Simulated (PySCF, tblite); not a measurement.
Breaking a bond: Ti(Cl)2(O), SMILES [O]=[Ti]([Cl])[Cl] (Cl2OTi). The Ti1–Cl4 bond (Ti1 also carries Cl, O; Cl4 carries nothing else) is stretched with both fragments frozen at the PBE0/def2-TZVP optimised geometry.

```
4

Ti     0.0000     0.0000     0.0000
Cl     0.0797    -1.7272    -1.3912
O      0.0000     1.4253    -0.6841
Cl     0.0000     0.0000     2.2197
```

- UKS-B3LYP/6-31G* = unrestricted B3LYP/6-31G*, spherical d in PySCF
- RKS-B3LYP/6-31G* = PySCF 2.14.0 with restricted B3LYP/6-31G*, spherical d
- GFN2-xTB, 300 K electronic temperature (tblite)

Energies are in mEh, each relative to the lowest point of its own curve near equilibrium.

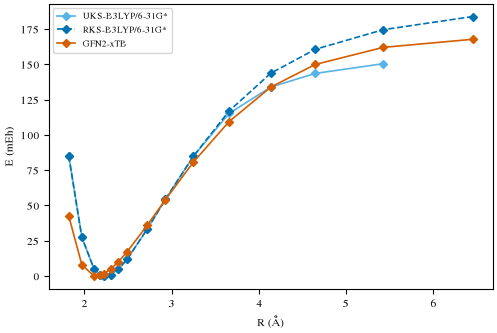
*Energy against bond length for each method.*

```json
[
 {"R / Å": "1.82", "UKS-B3LYP/6-31G*": "85.2", "RKS-B3LYP/6-31G*": "85.2", "GFN2-xTB": "42.5"},
 {"R / Å": "1.97", "UKS-B3LYP/6-31G*": "27.5", "RKS-B3LYP/6-31G*": "27.5", "GFN2-xTB": "8.0"},
 {"R / Å": "2.11", "UKS-B3LYP/6-31G*": "5.0", "RKS-B3LYP/6-31G*": "5.0", "GFN2-xTB": "0.0"},
 {"R / Å": "2.18", "UKS-B3LYP/6-31G*": "0.9", "RKS-B3LYP/6-31G*": "0.9", "GFN2-xTB": "0.4"},
 {"R / Å": "2.22", "UKS-B3LYP/6-31G*": "0.0", "RKS-B3LYP/6-31G*": "0.0", "GFN2-xTB": "1.5"},
 {"R / Å": "2.30", "UKS-B3LYP/6-31G*": "0.8", "RKS-B3LYP/6-31G*": "0.8", "GFN2-xTB": "4.8"},
 {"R / Å": "2.39", "UKS-B3LYP/6-31G*": "4.8", "RKS-B3LYP/6-31G*": "4.8", "GFN2-xTB": "10.1"},
 {"R / Å": "2.49", "UKS-B3LYP/6-31G*": "11.9", "RKS-B3LYP/6-31G*": "11.9", "GFN2-xTB": "17.1"},
 {"R / Å": "2.72", "UKS-B3LYP/6-31G*": "33.2", "RKS-B3LYP/6-31G*": "33.2", "GFN2-xTB": "35.9"},
 {"R / Å": "2.93", "UKS-B3LYP/6-31G*": "54.4", "RKS-B3LYP/6-31G*": "54.4", "GFN2-xTB": "54.1"},
 {"R / Å": "3.25", "UKS-B3LYP/6-31G*": "84.8", "RKS-B3LYP/6-31G*": "84.8", "GFN2-xTB": "80.7"},
 {"R / Å": "3.66", "UKS-B3LYP/6-31G*": "115.2", "RKS-B3LYP/6-31G*": "116.9", "GFN2-xTB": "109.4"},
 {"R / Å": "4.14", "UKS-B3LYP/6-31G*": "134.0", "RKS-B3LYP/6-31G*": "143.8", "GFN2-xTB": "133.9"},
 {"R / Å": "4.65", "UKS-B3LYP/6-31G*": "143.6", "RKS-B3LYP/6-31G*": "160.7", "GFN2-xTB": "150.0"},
 {"R / Å": "5.43", "UKS-B3LYP/6-31G*": "150.5", "RKS-B3LYP/6-31G*": "174.6", "GFN2-xTB": "162.1"},
 {"R / Å": "6.46", "UKS-B3LYP/6-31G*": "—", "RKS-B3LYP/6-31G*": "184.0", "GFN2-xTB": "167.8"}
]
```

At the longest distance, 6.46 Å, RKS-B3LYP/6-31G* lies highest above its minimum (184.0 mEh) and GFN2-xTB lowest (167.8 mEh).

A dash means that the run gave no value there, or that the column was ended at a point which the program doubted or which failed a test of continuity chosen for this set; such a test can also cut sound points.

The unrestricted determinant behind UKS-B3LYP/6-31G* is spin-contaminated at 3.66 to 5.43 Å (<S²> up to 0.7, against 0.00 for a pure singlet). The restricted form behind RKS-B3LYP/6-31G* keeps the bonding electrons paired and can't separate into open-shell fragments.
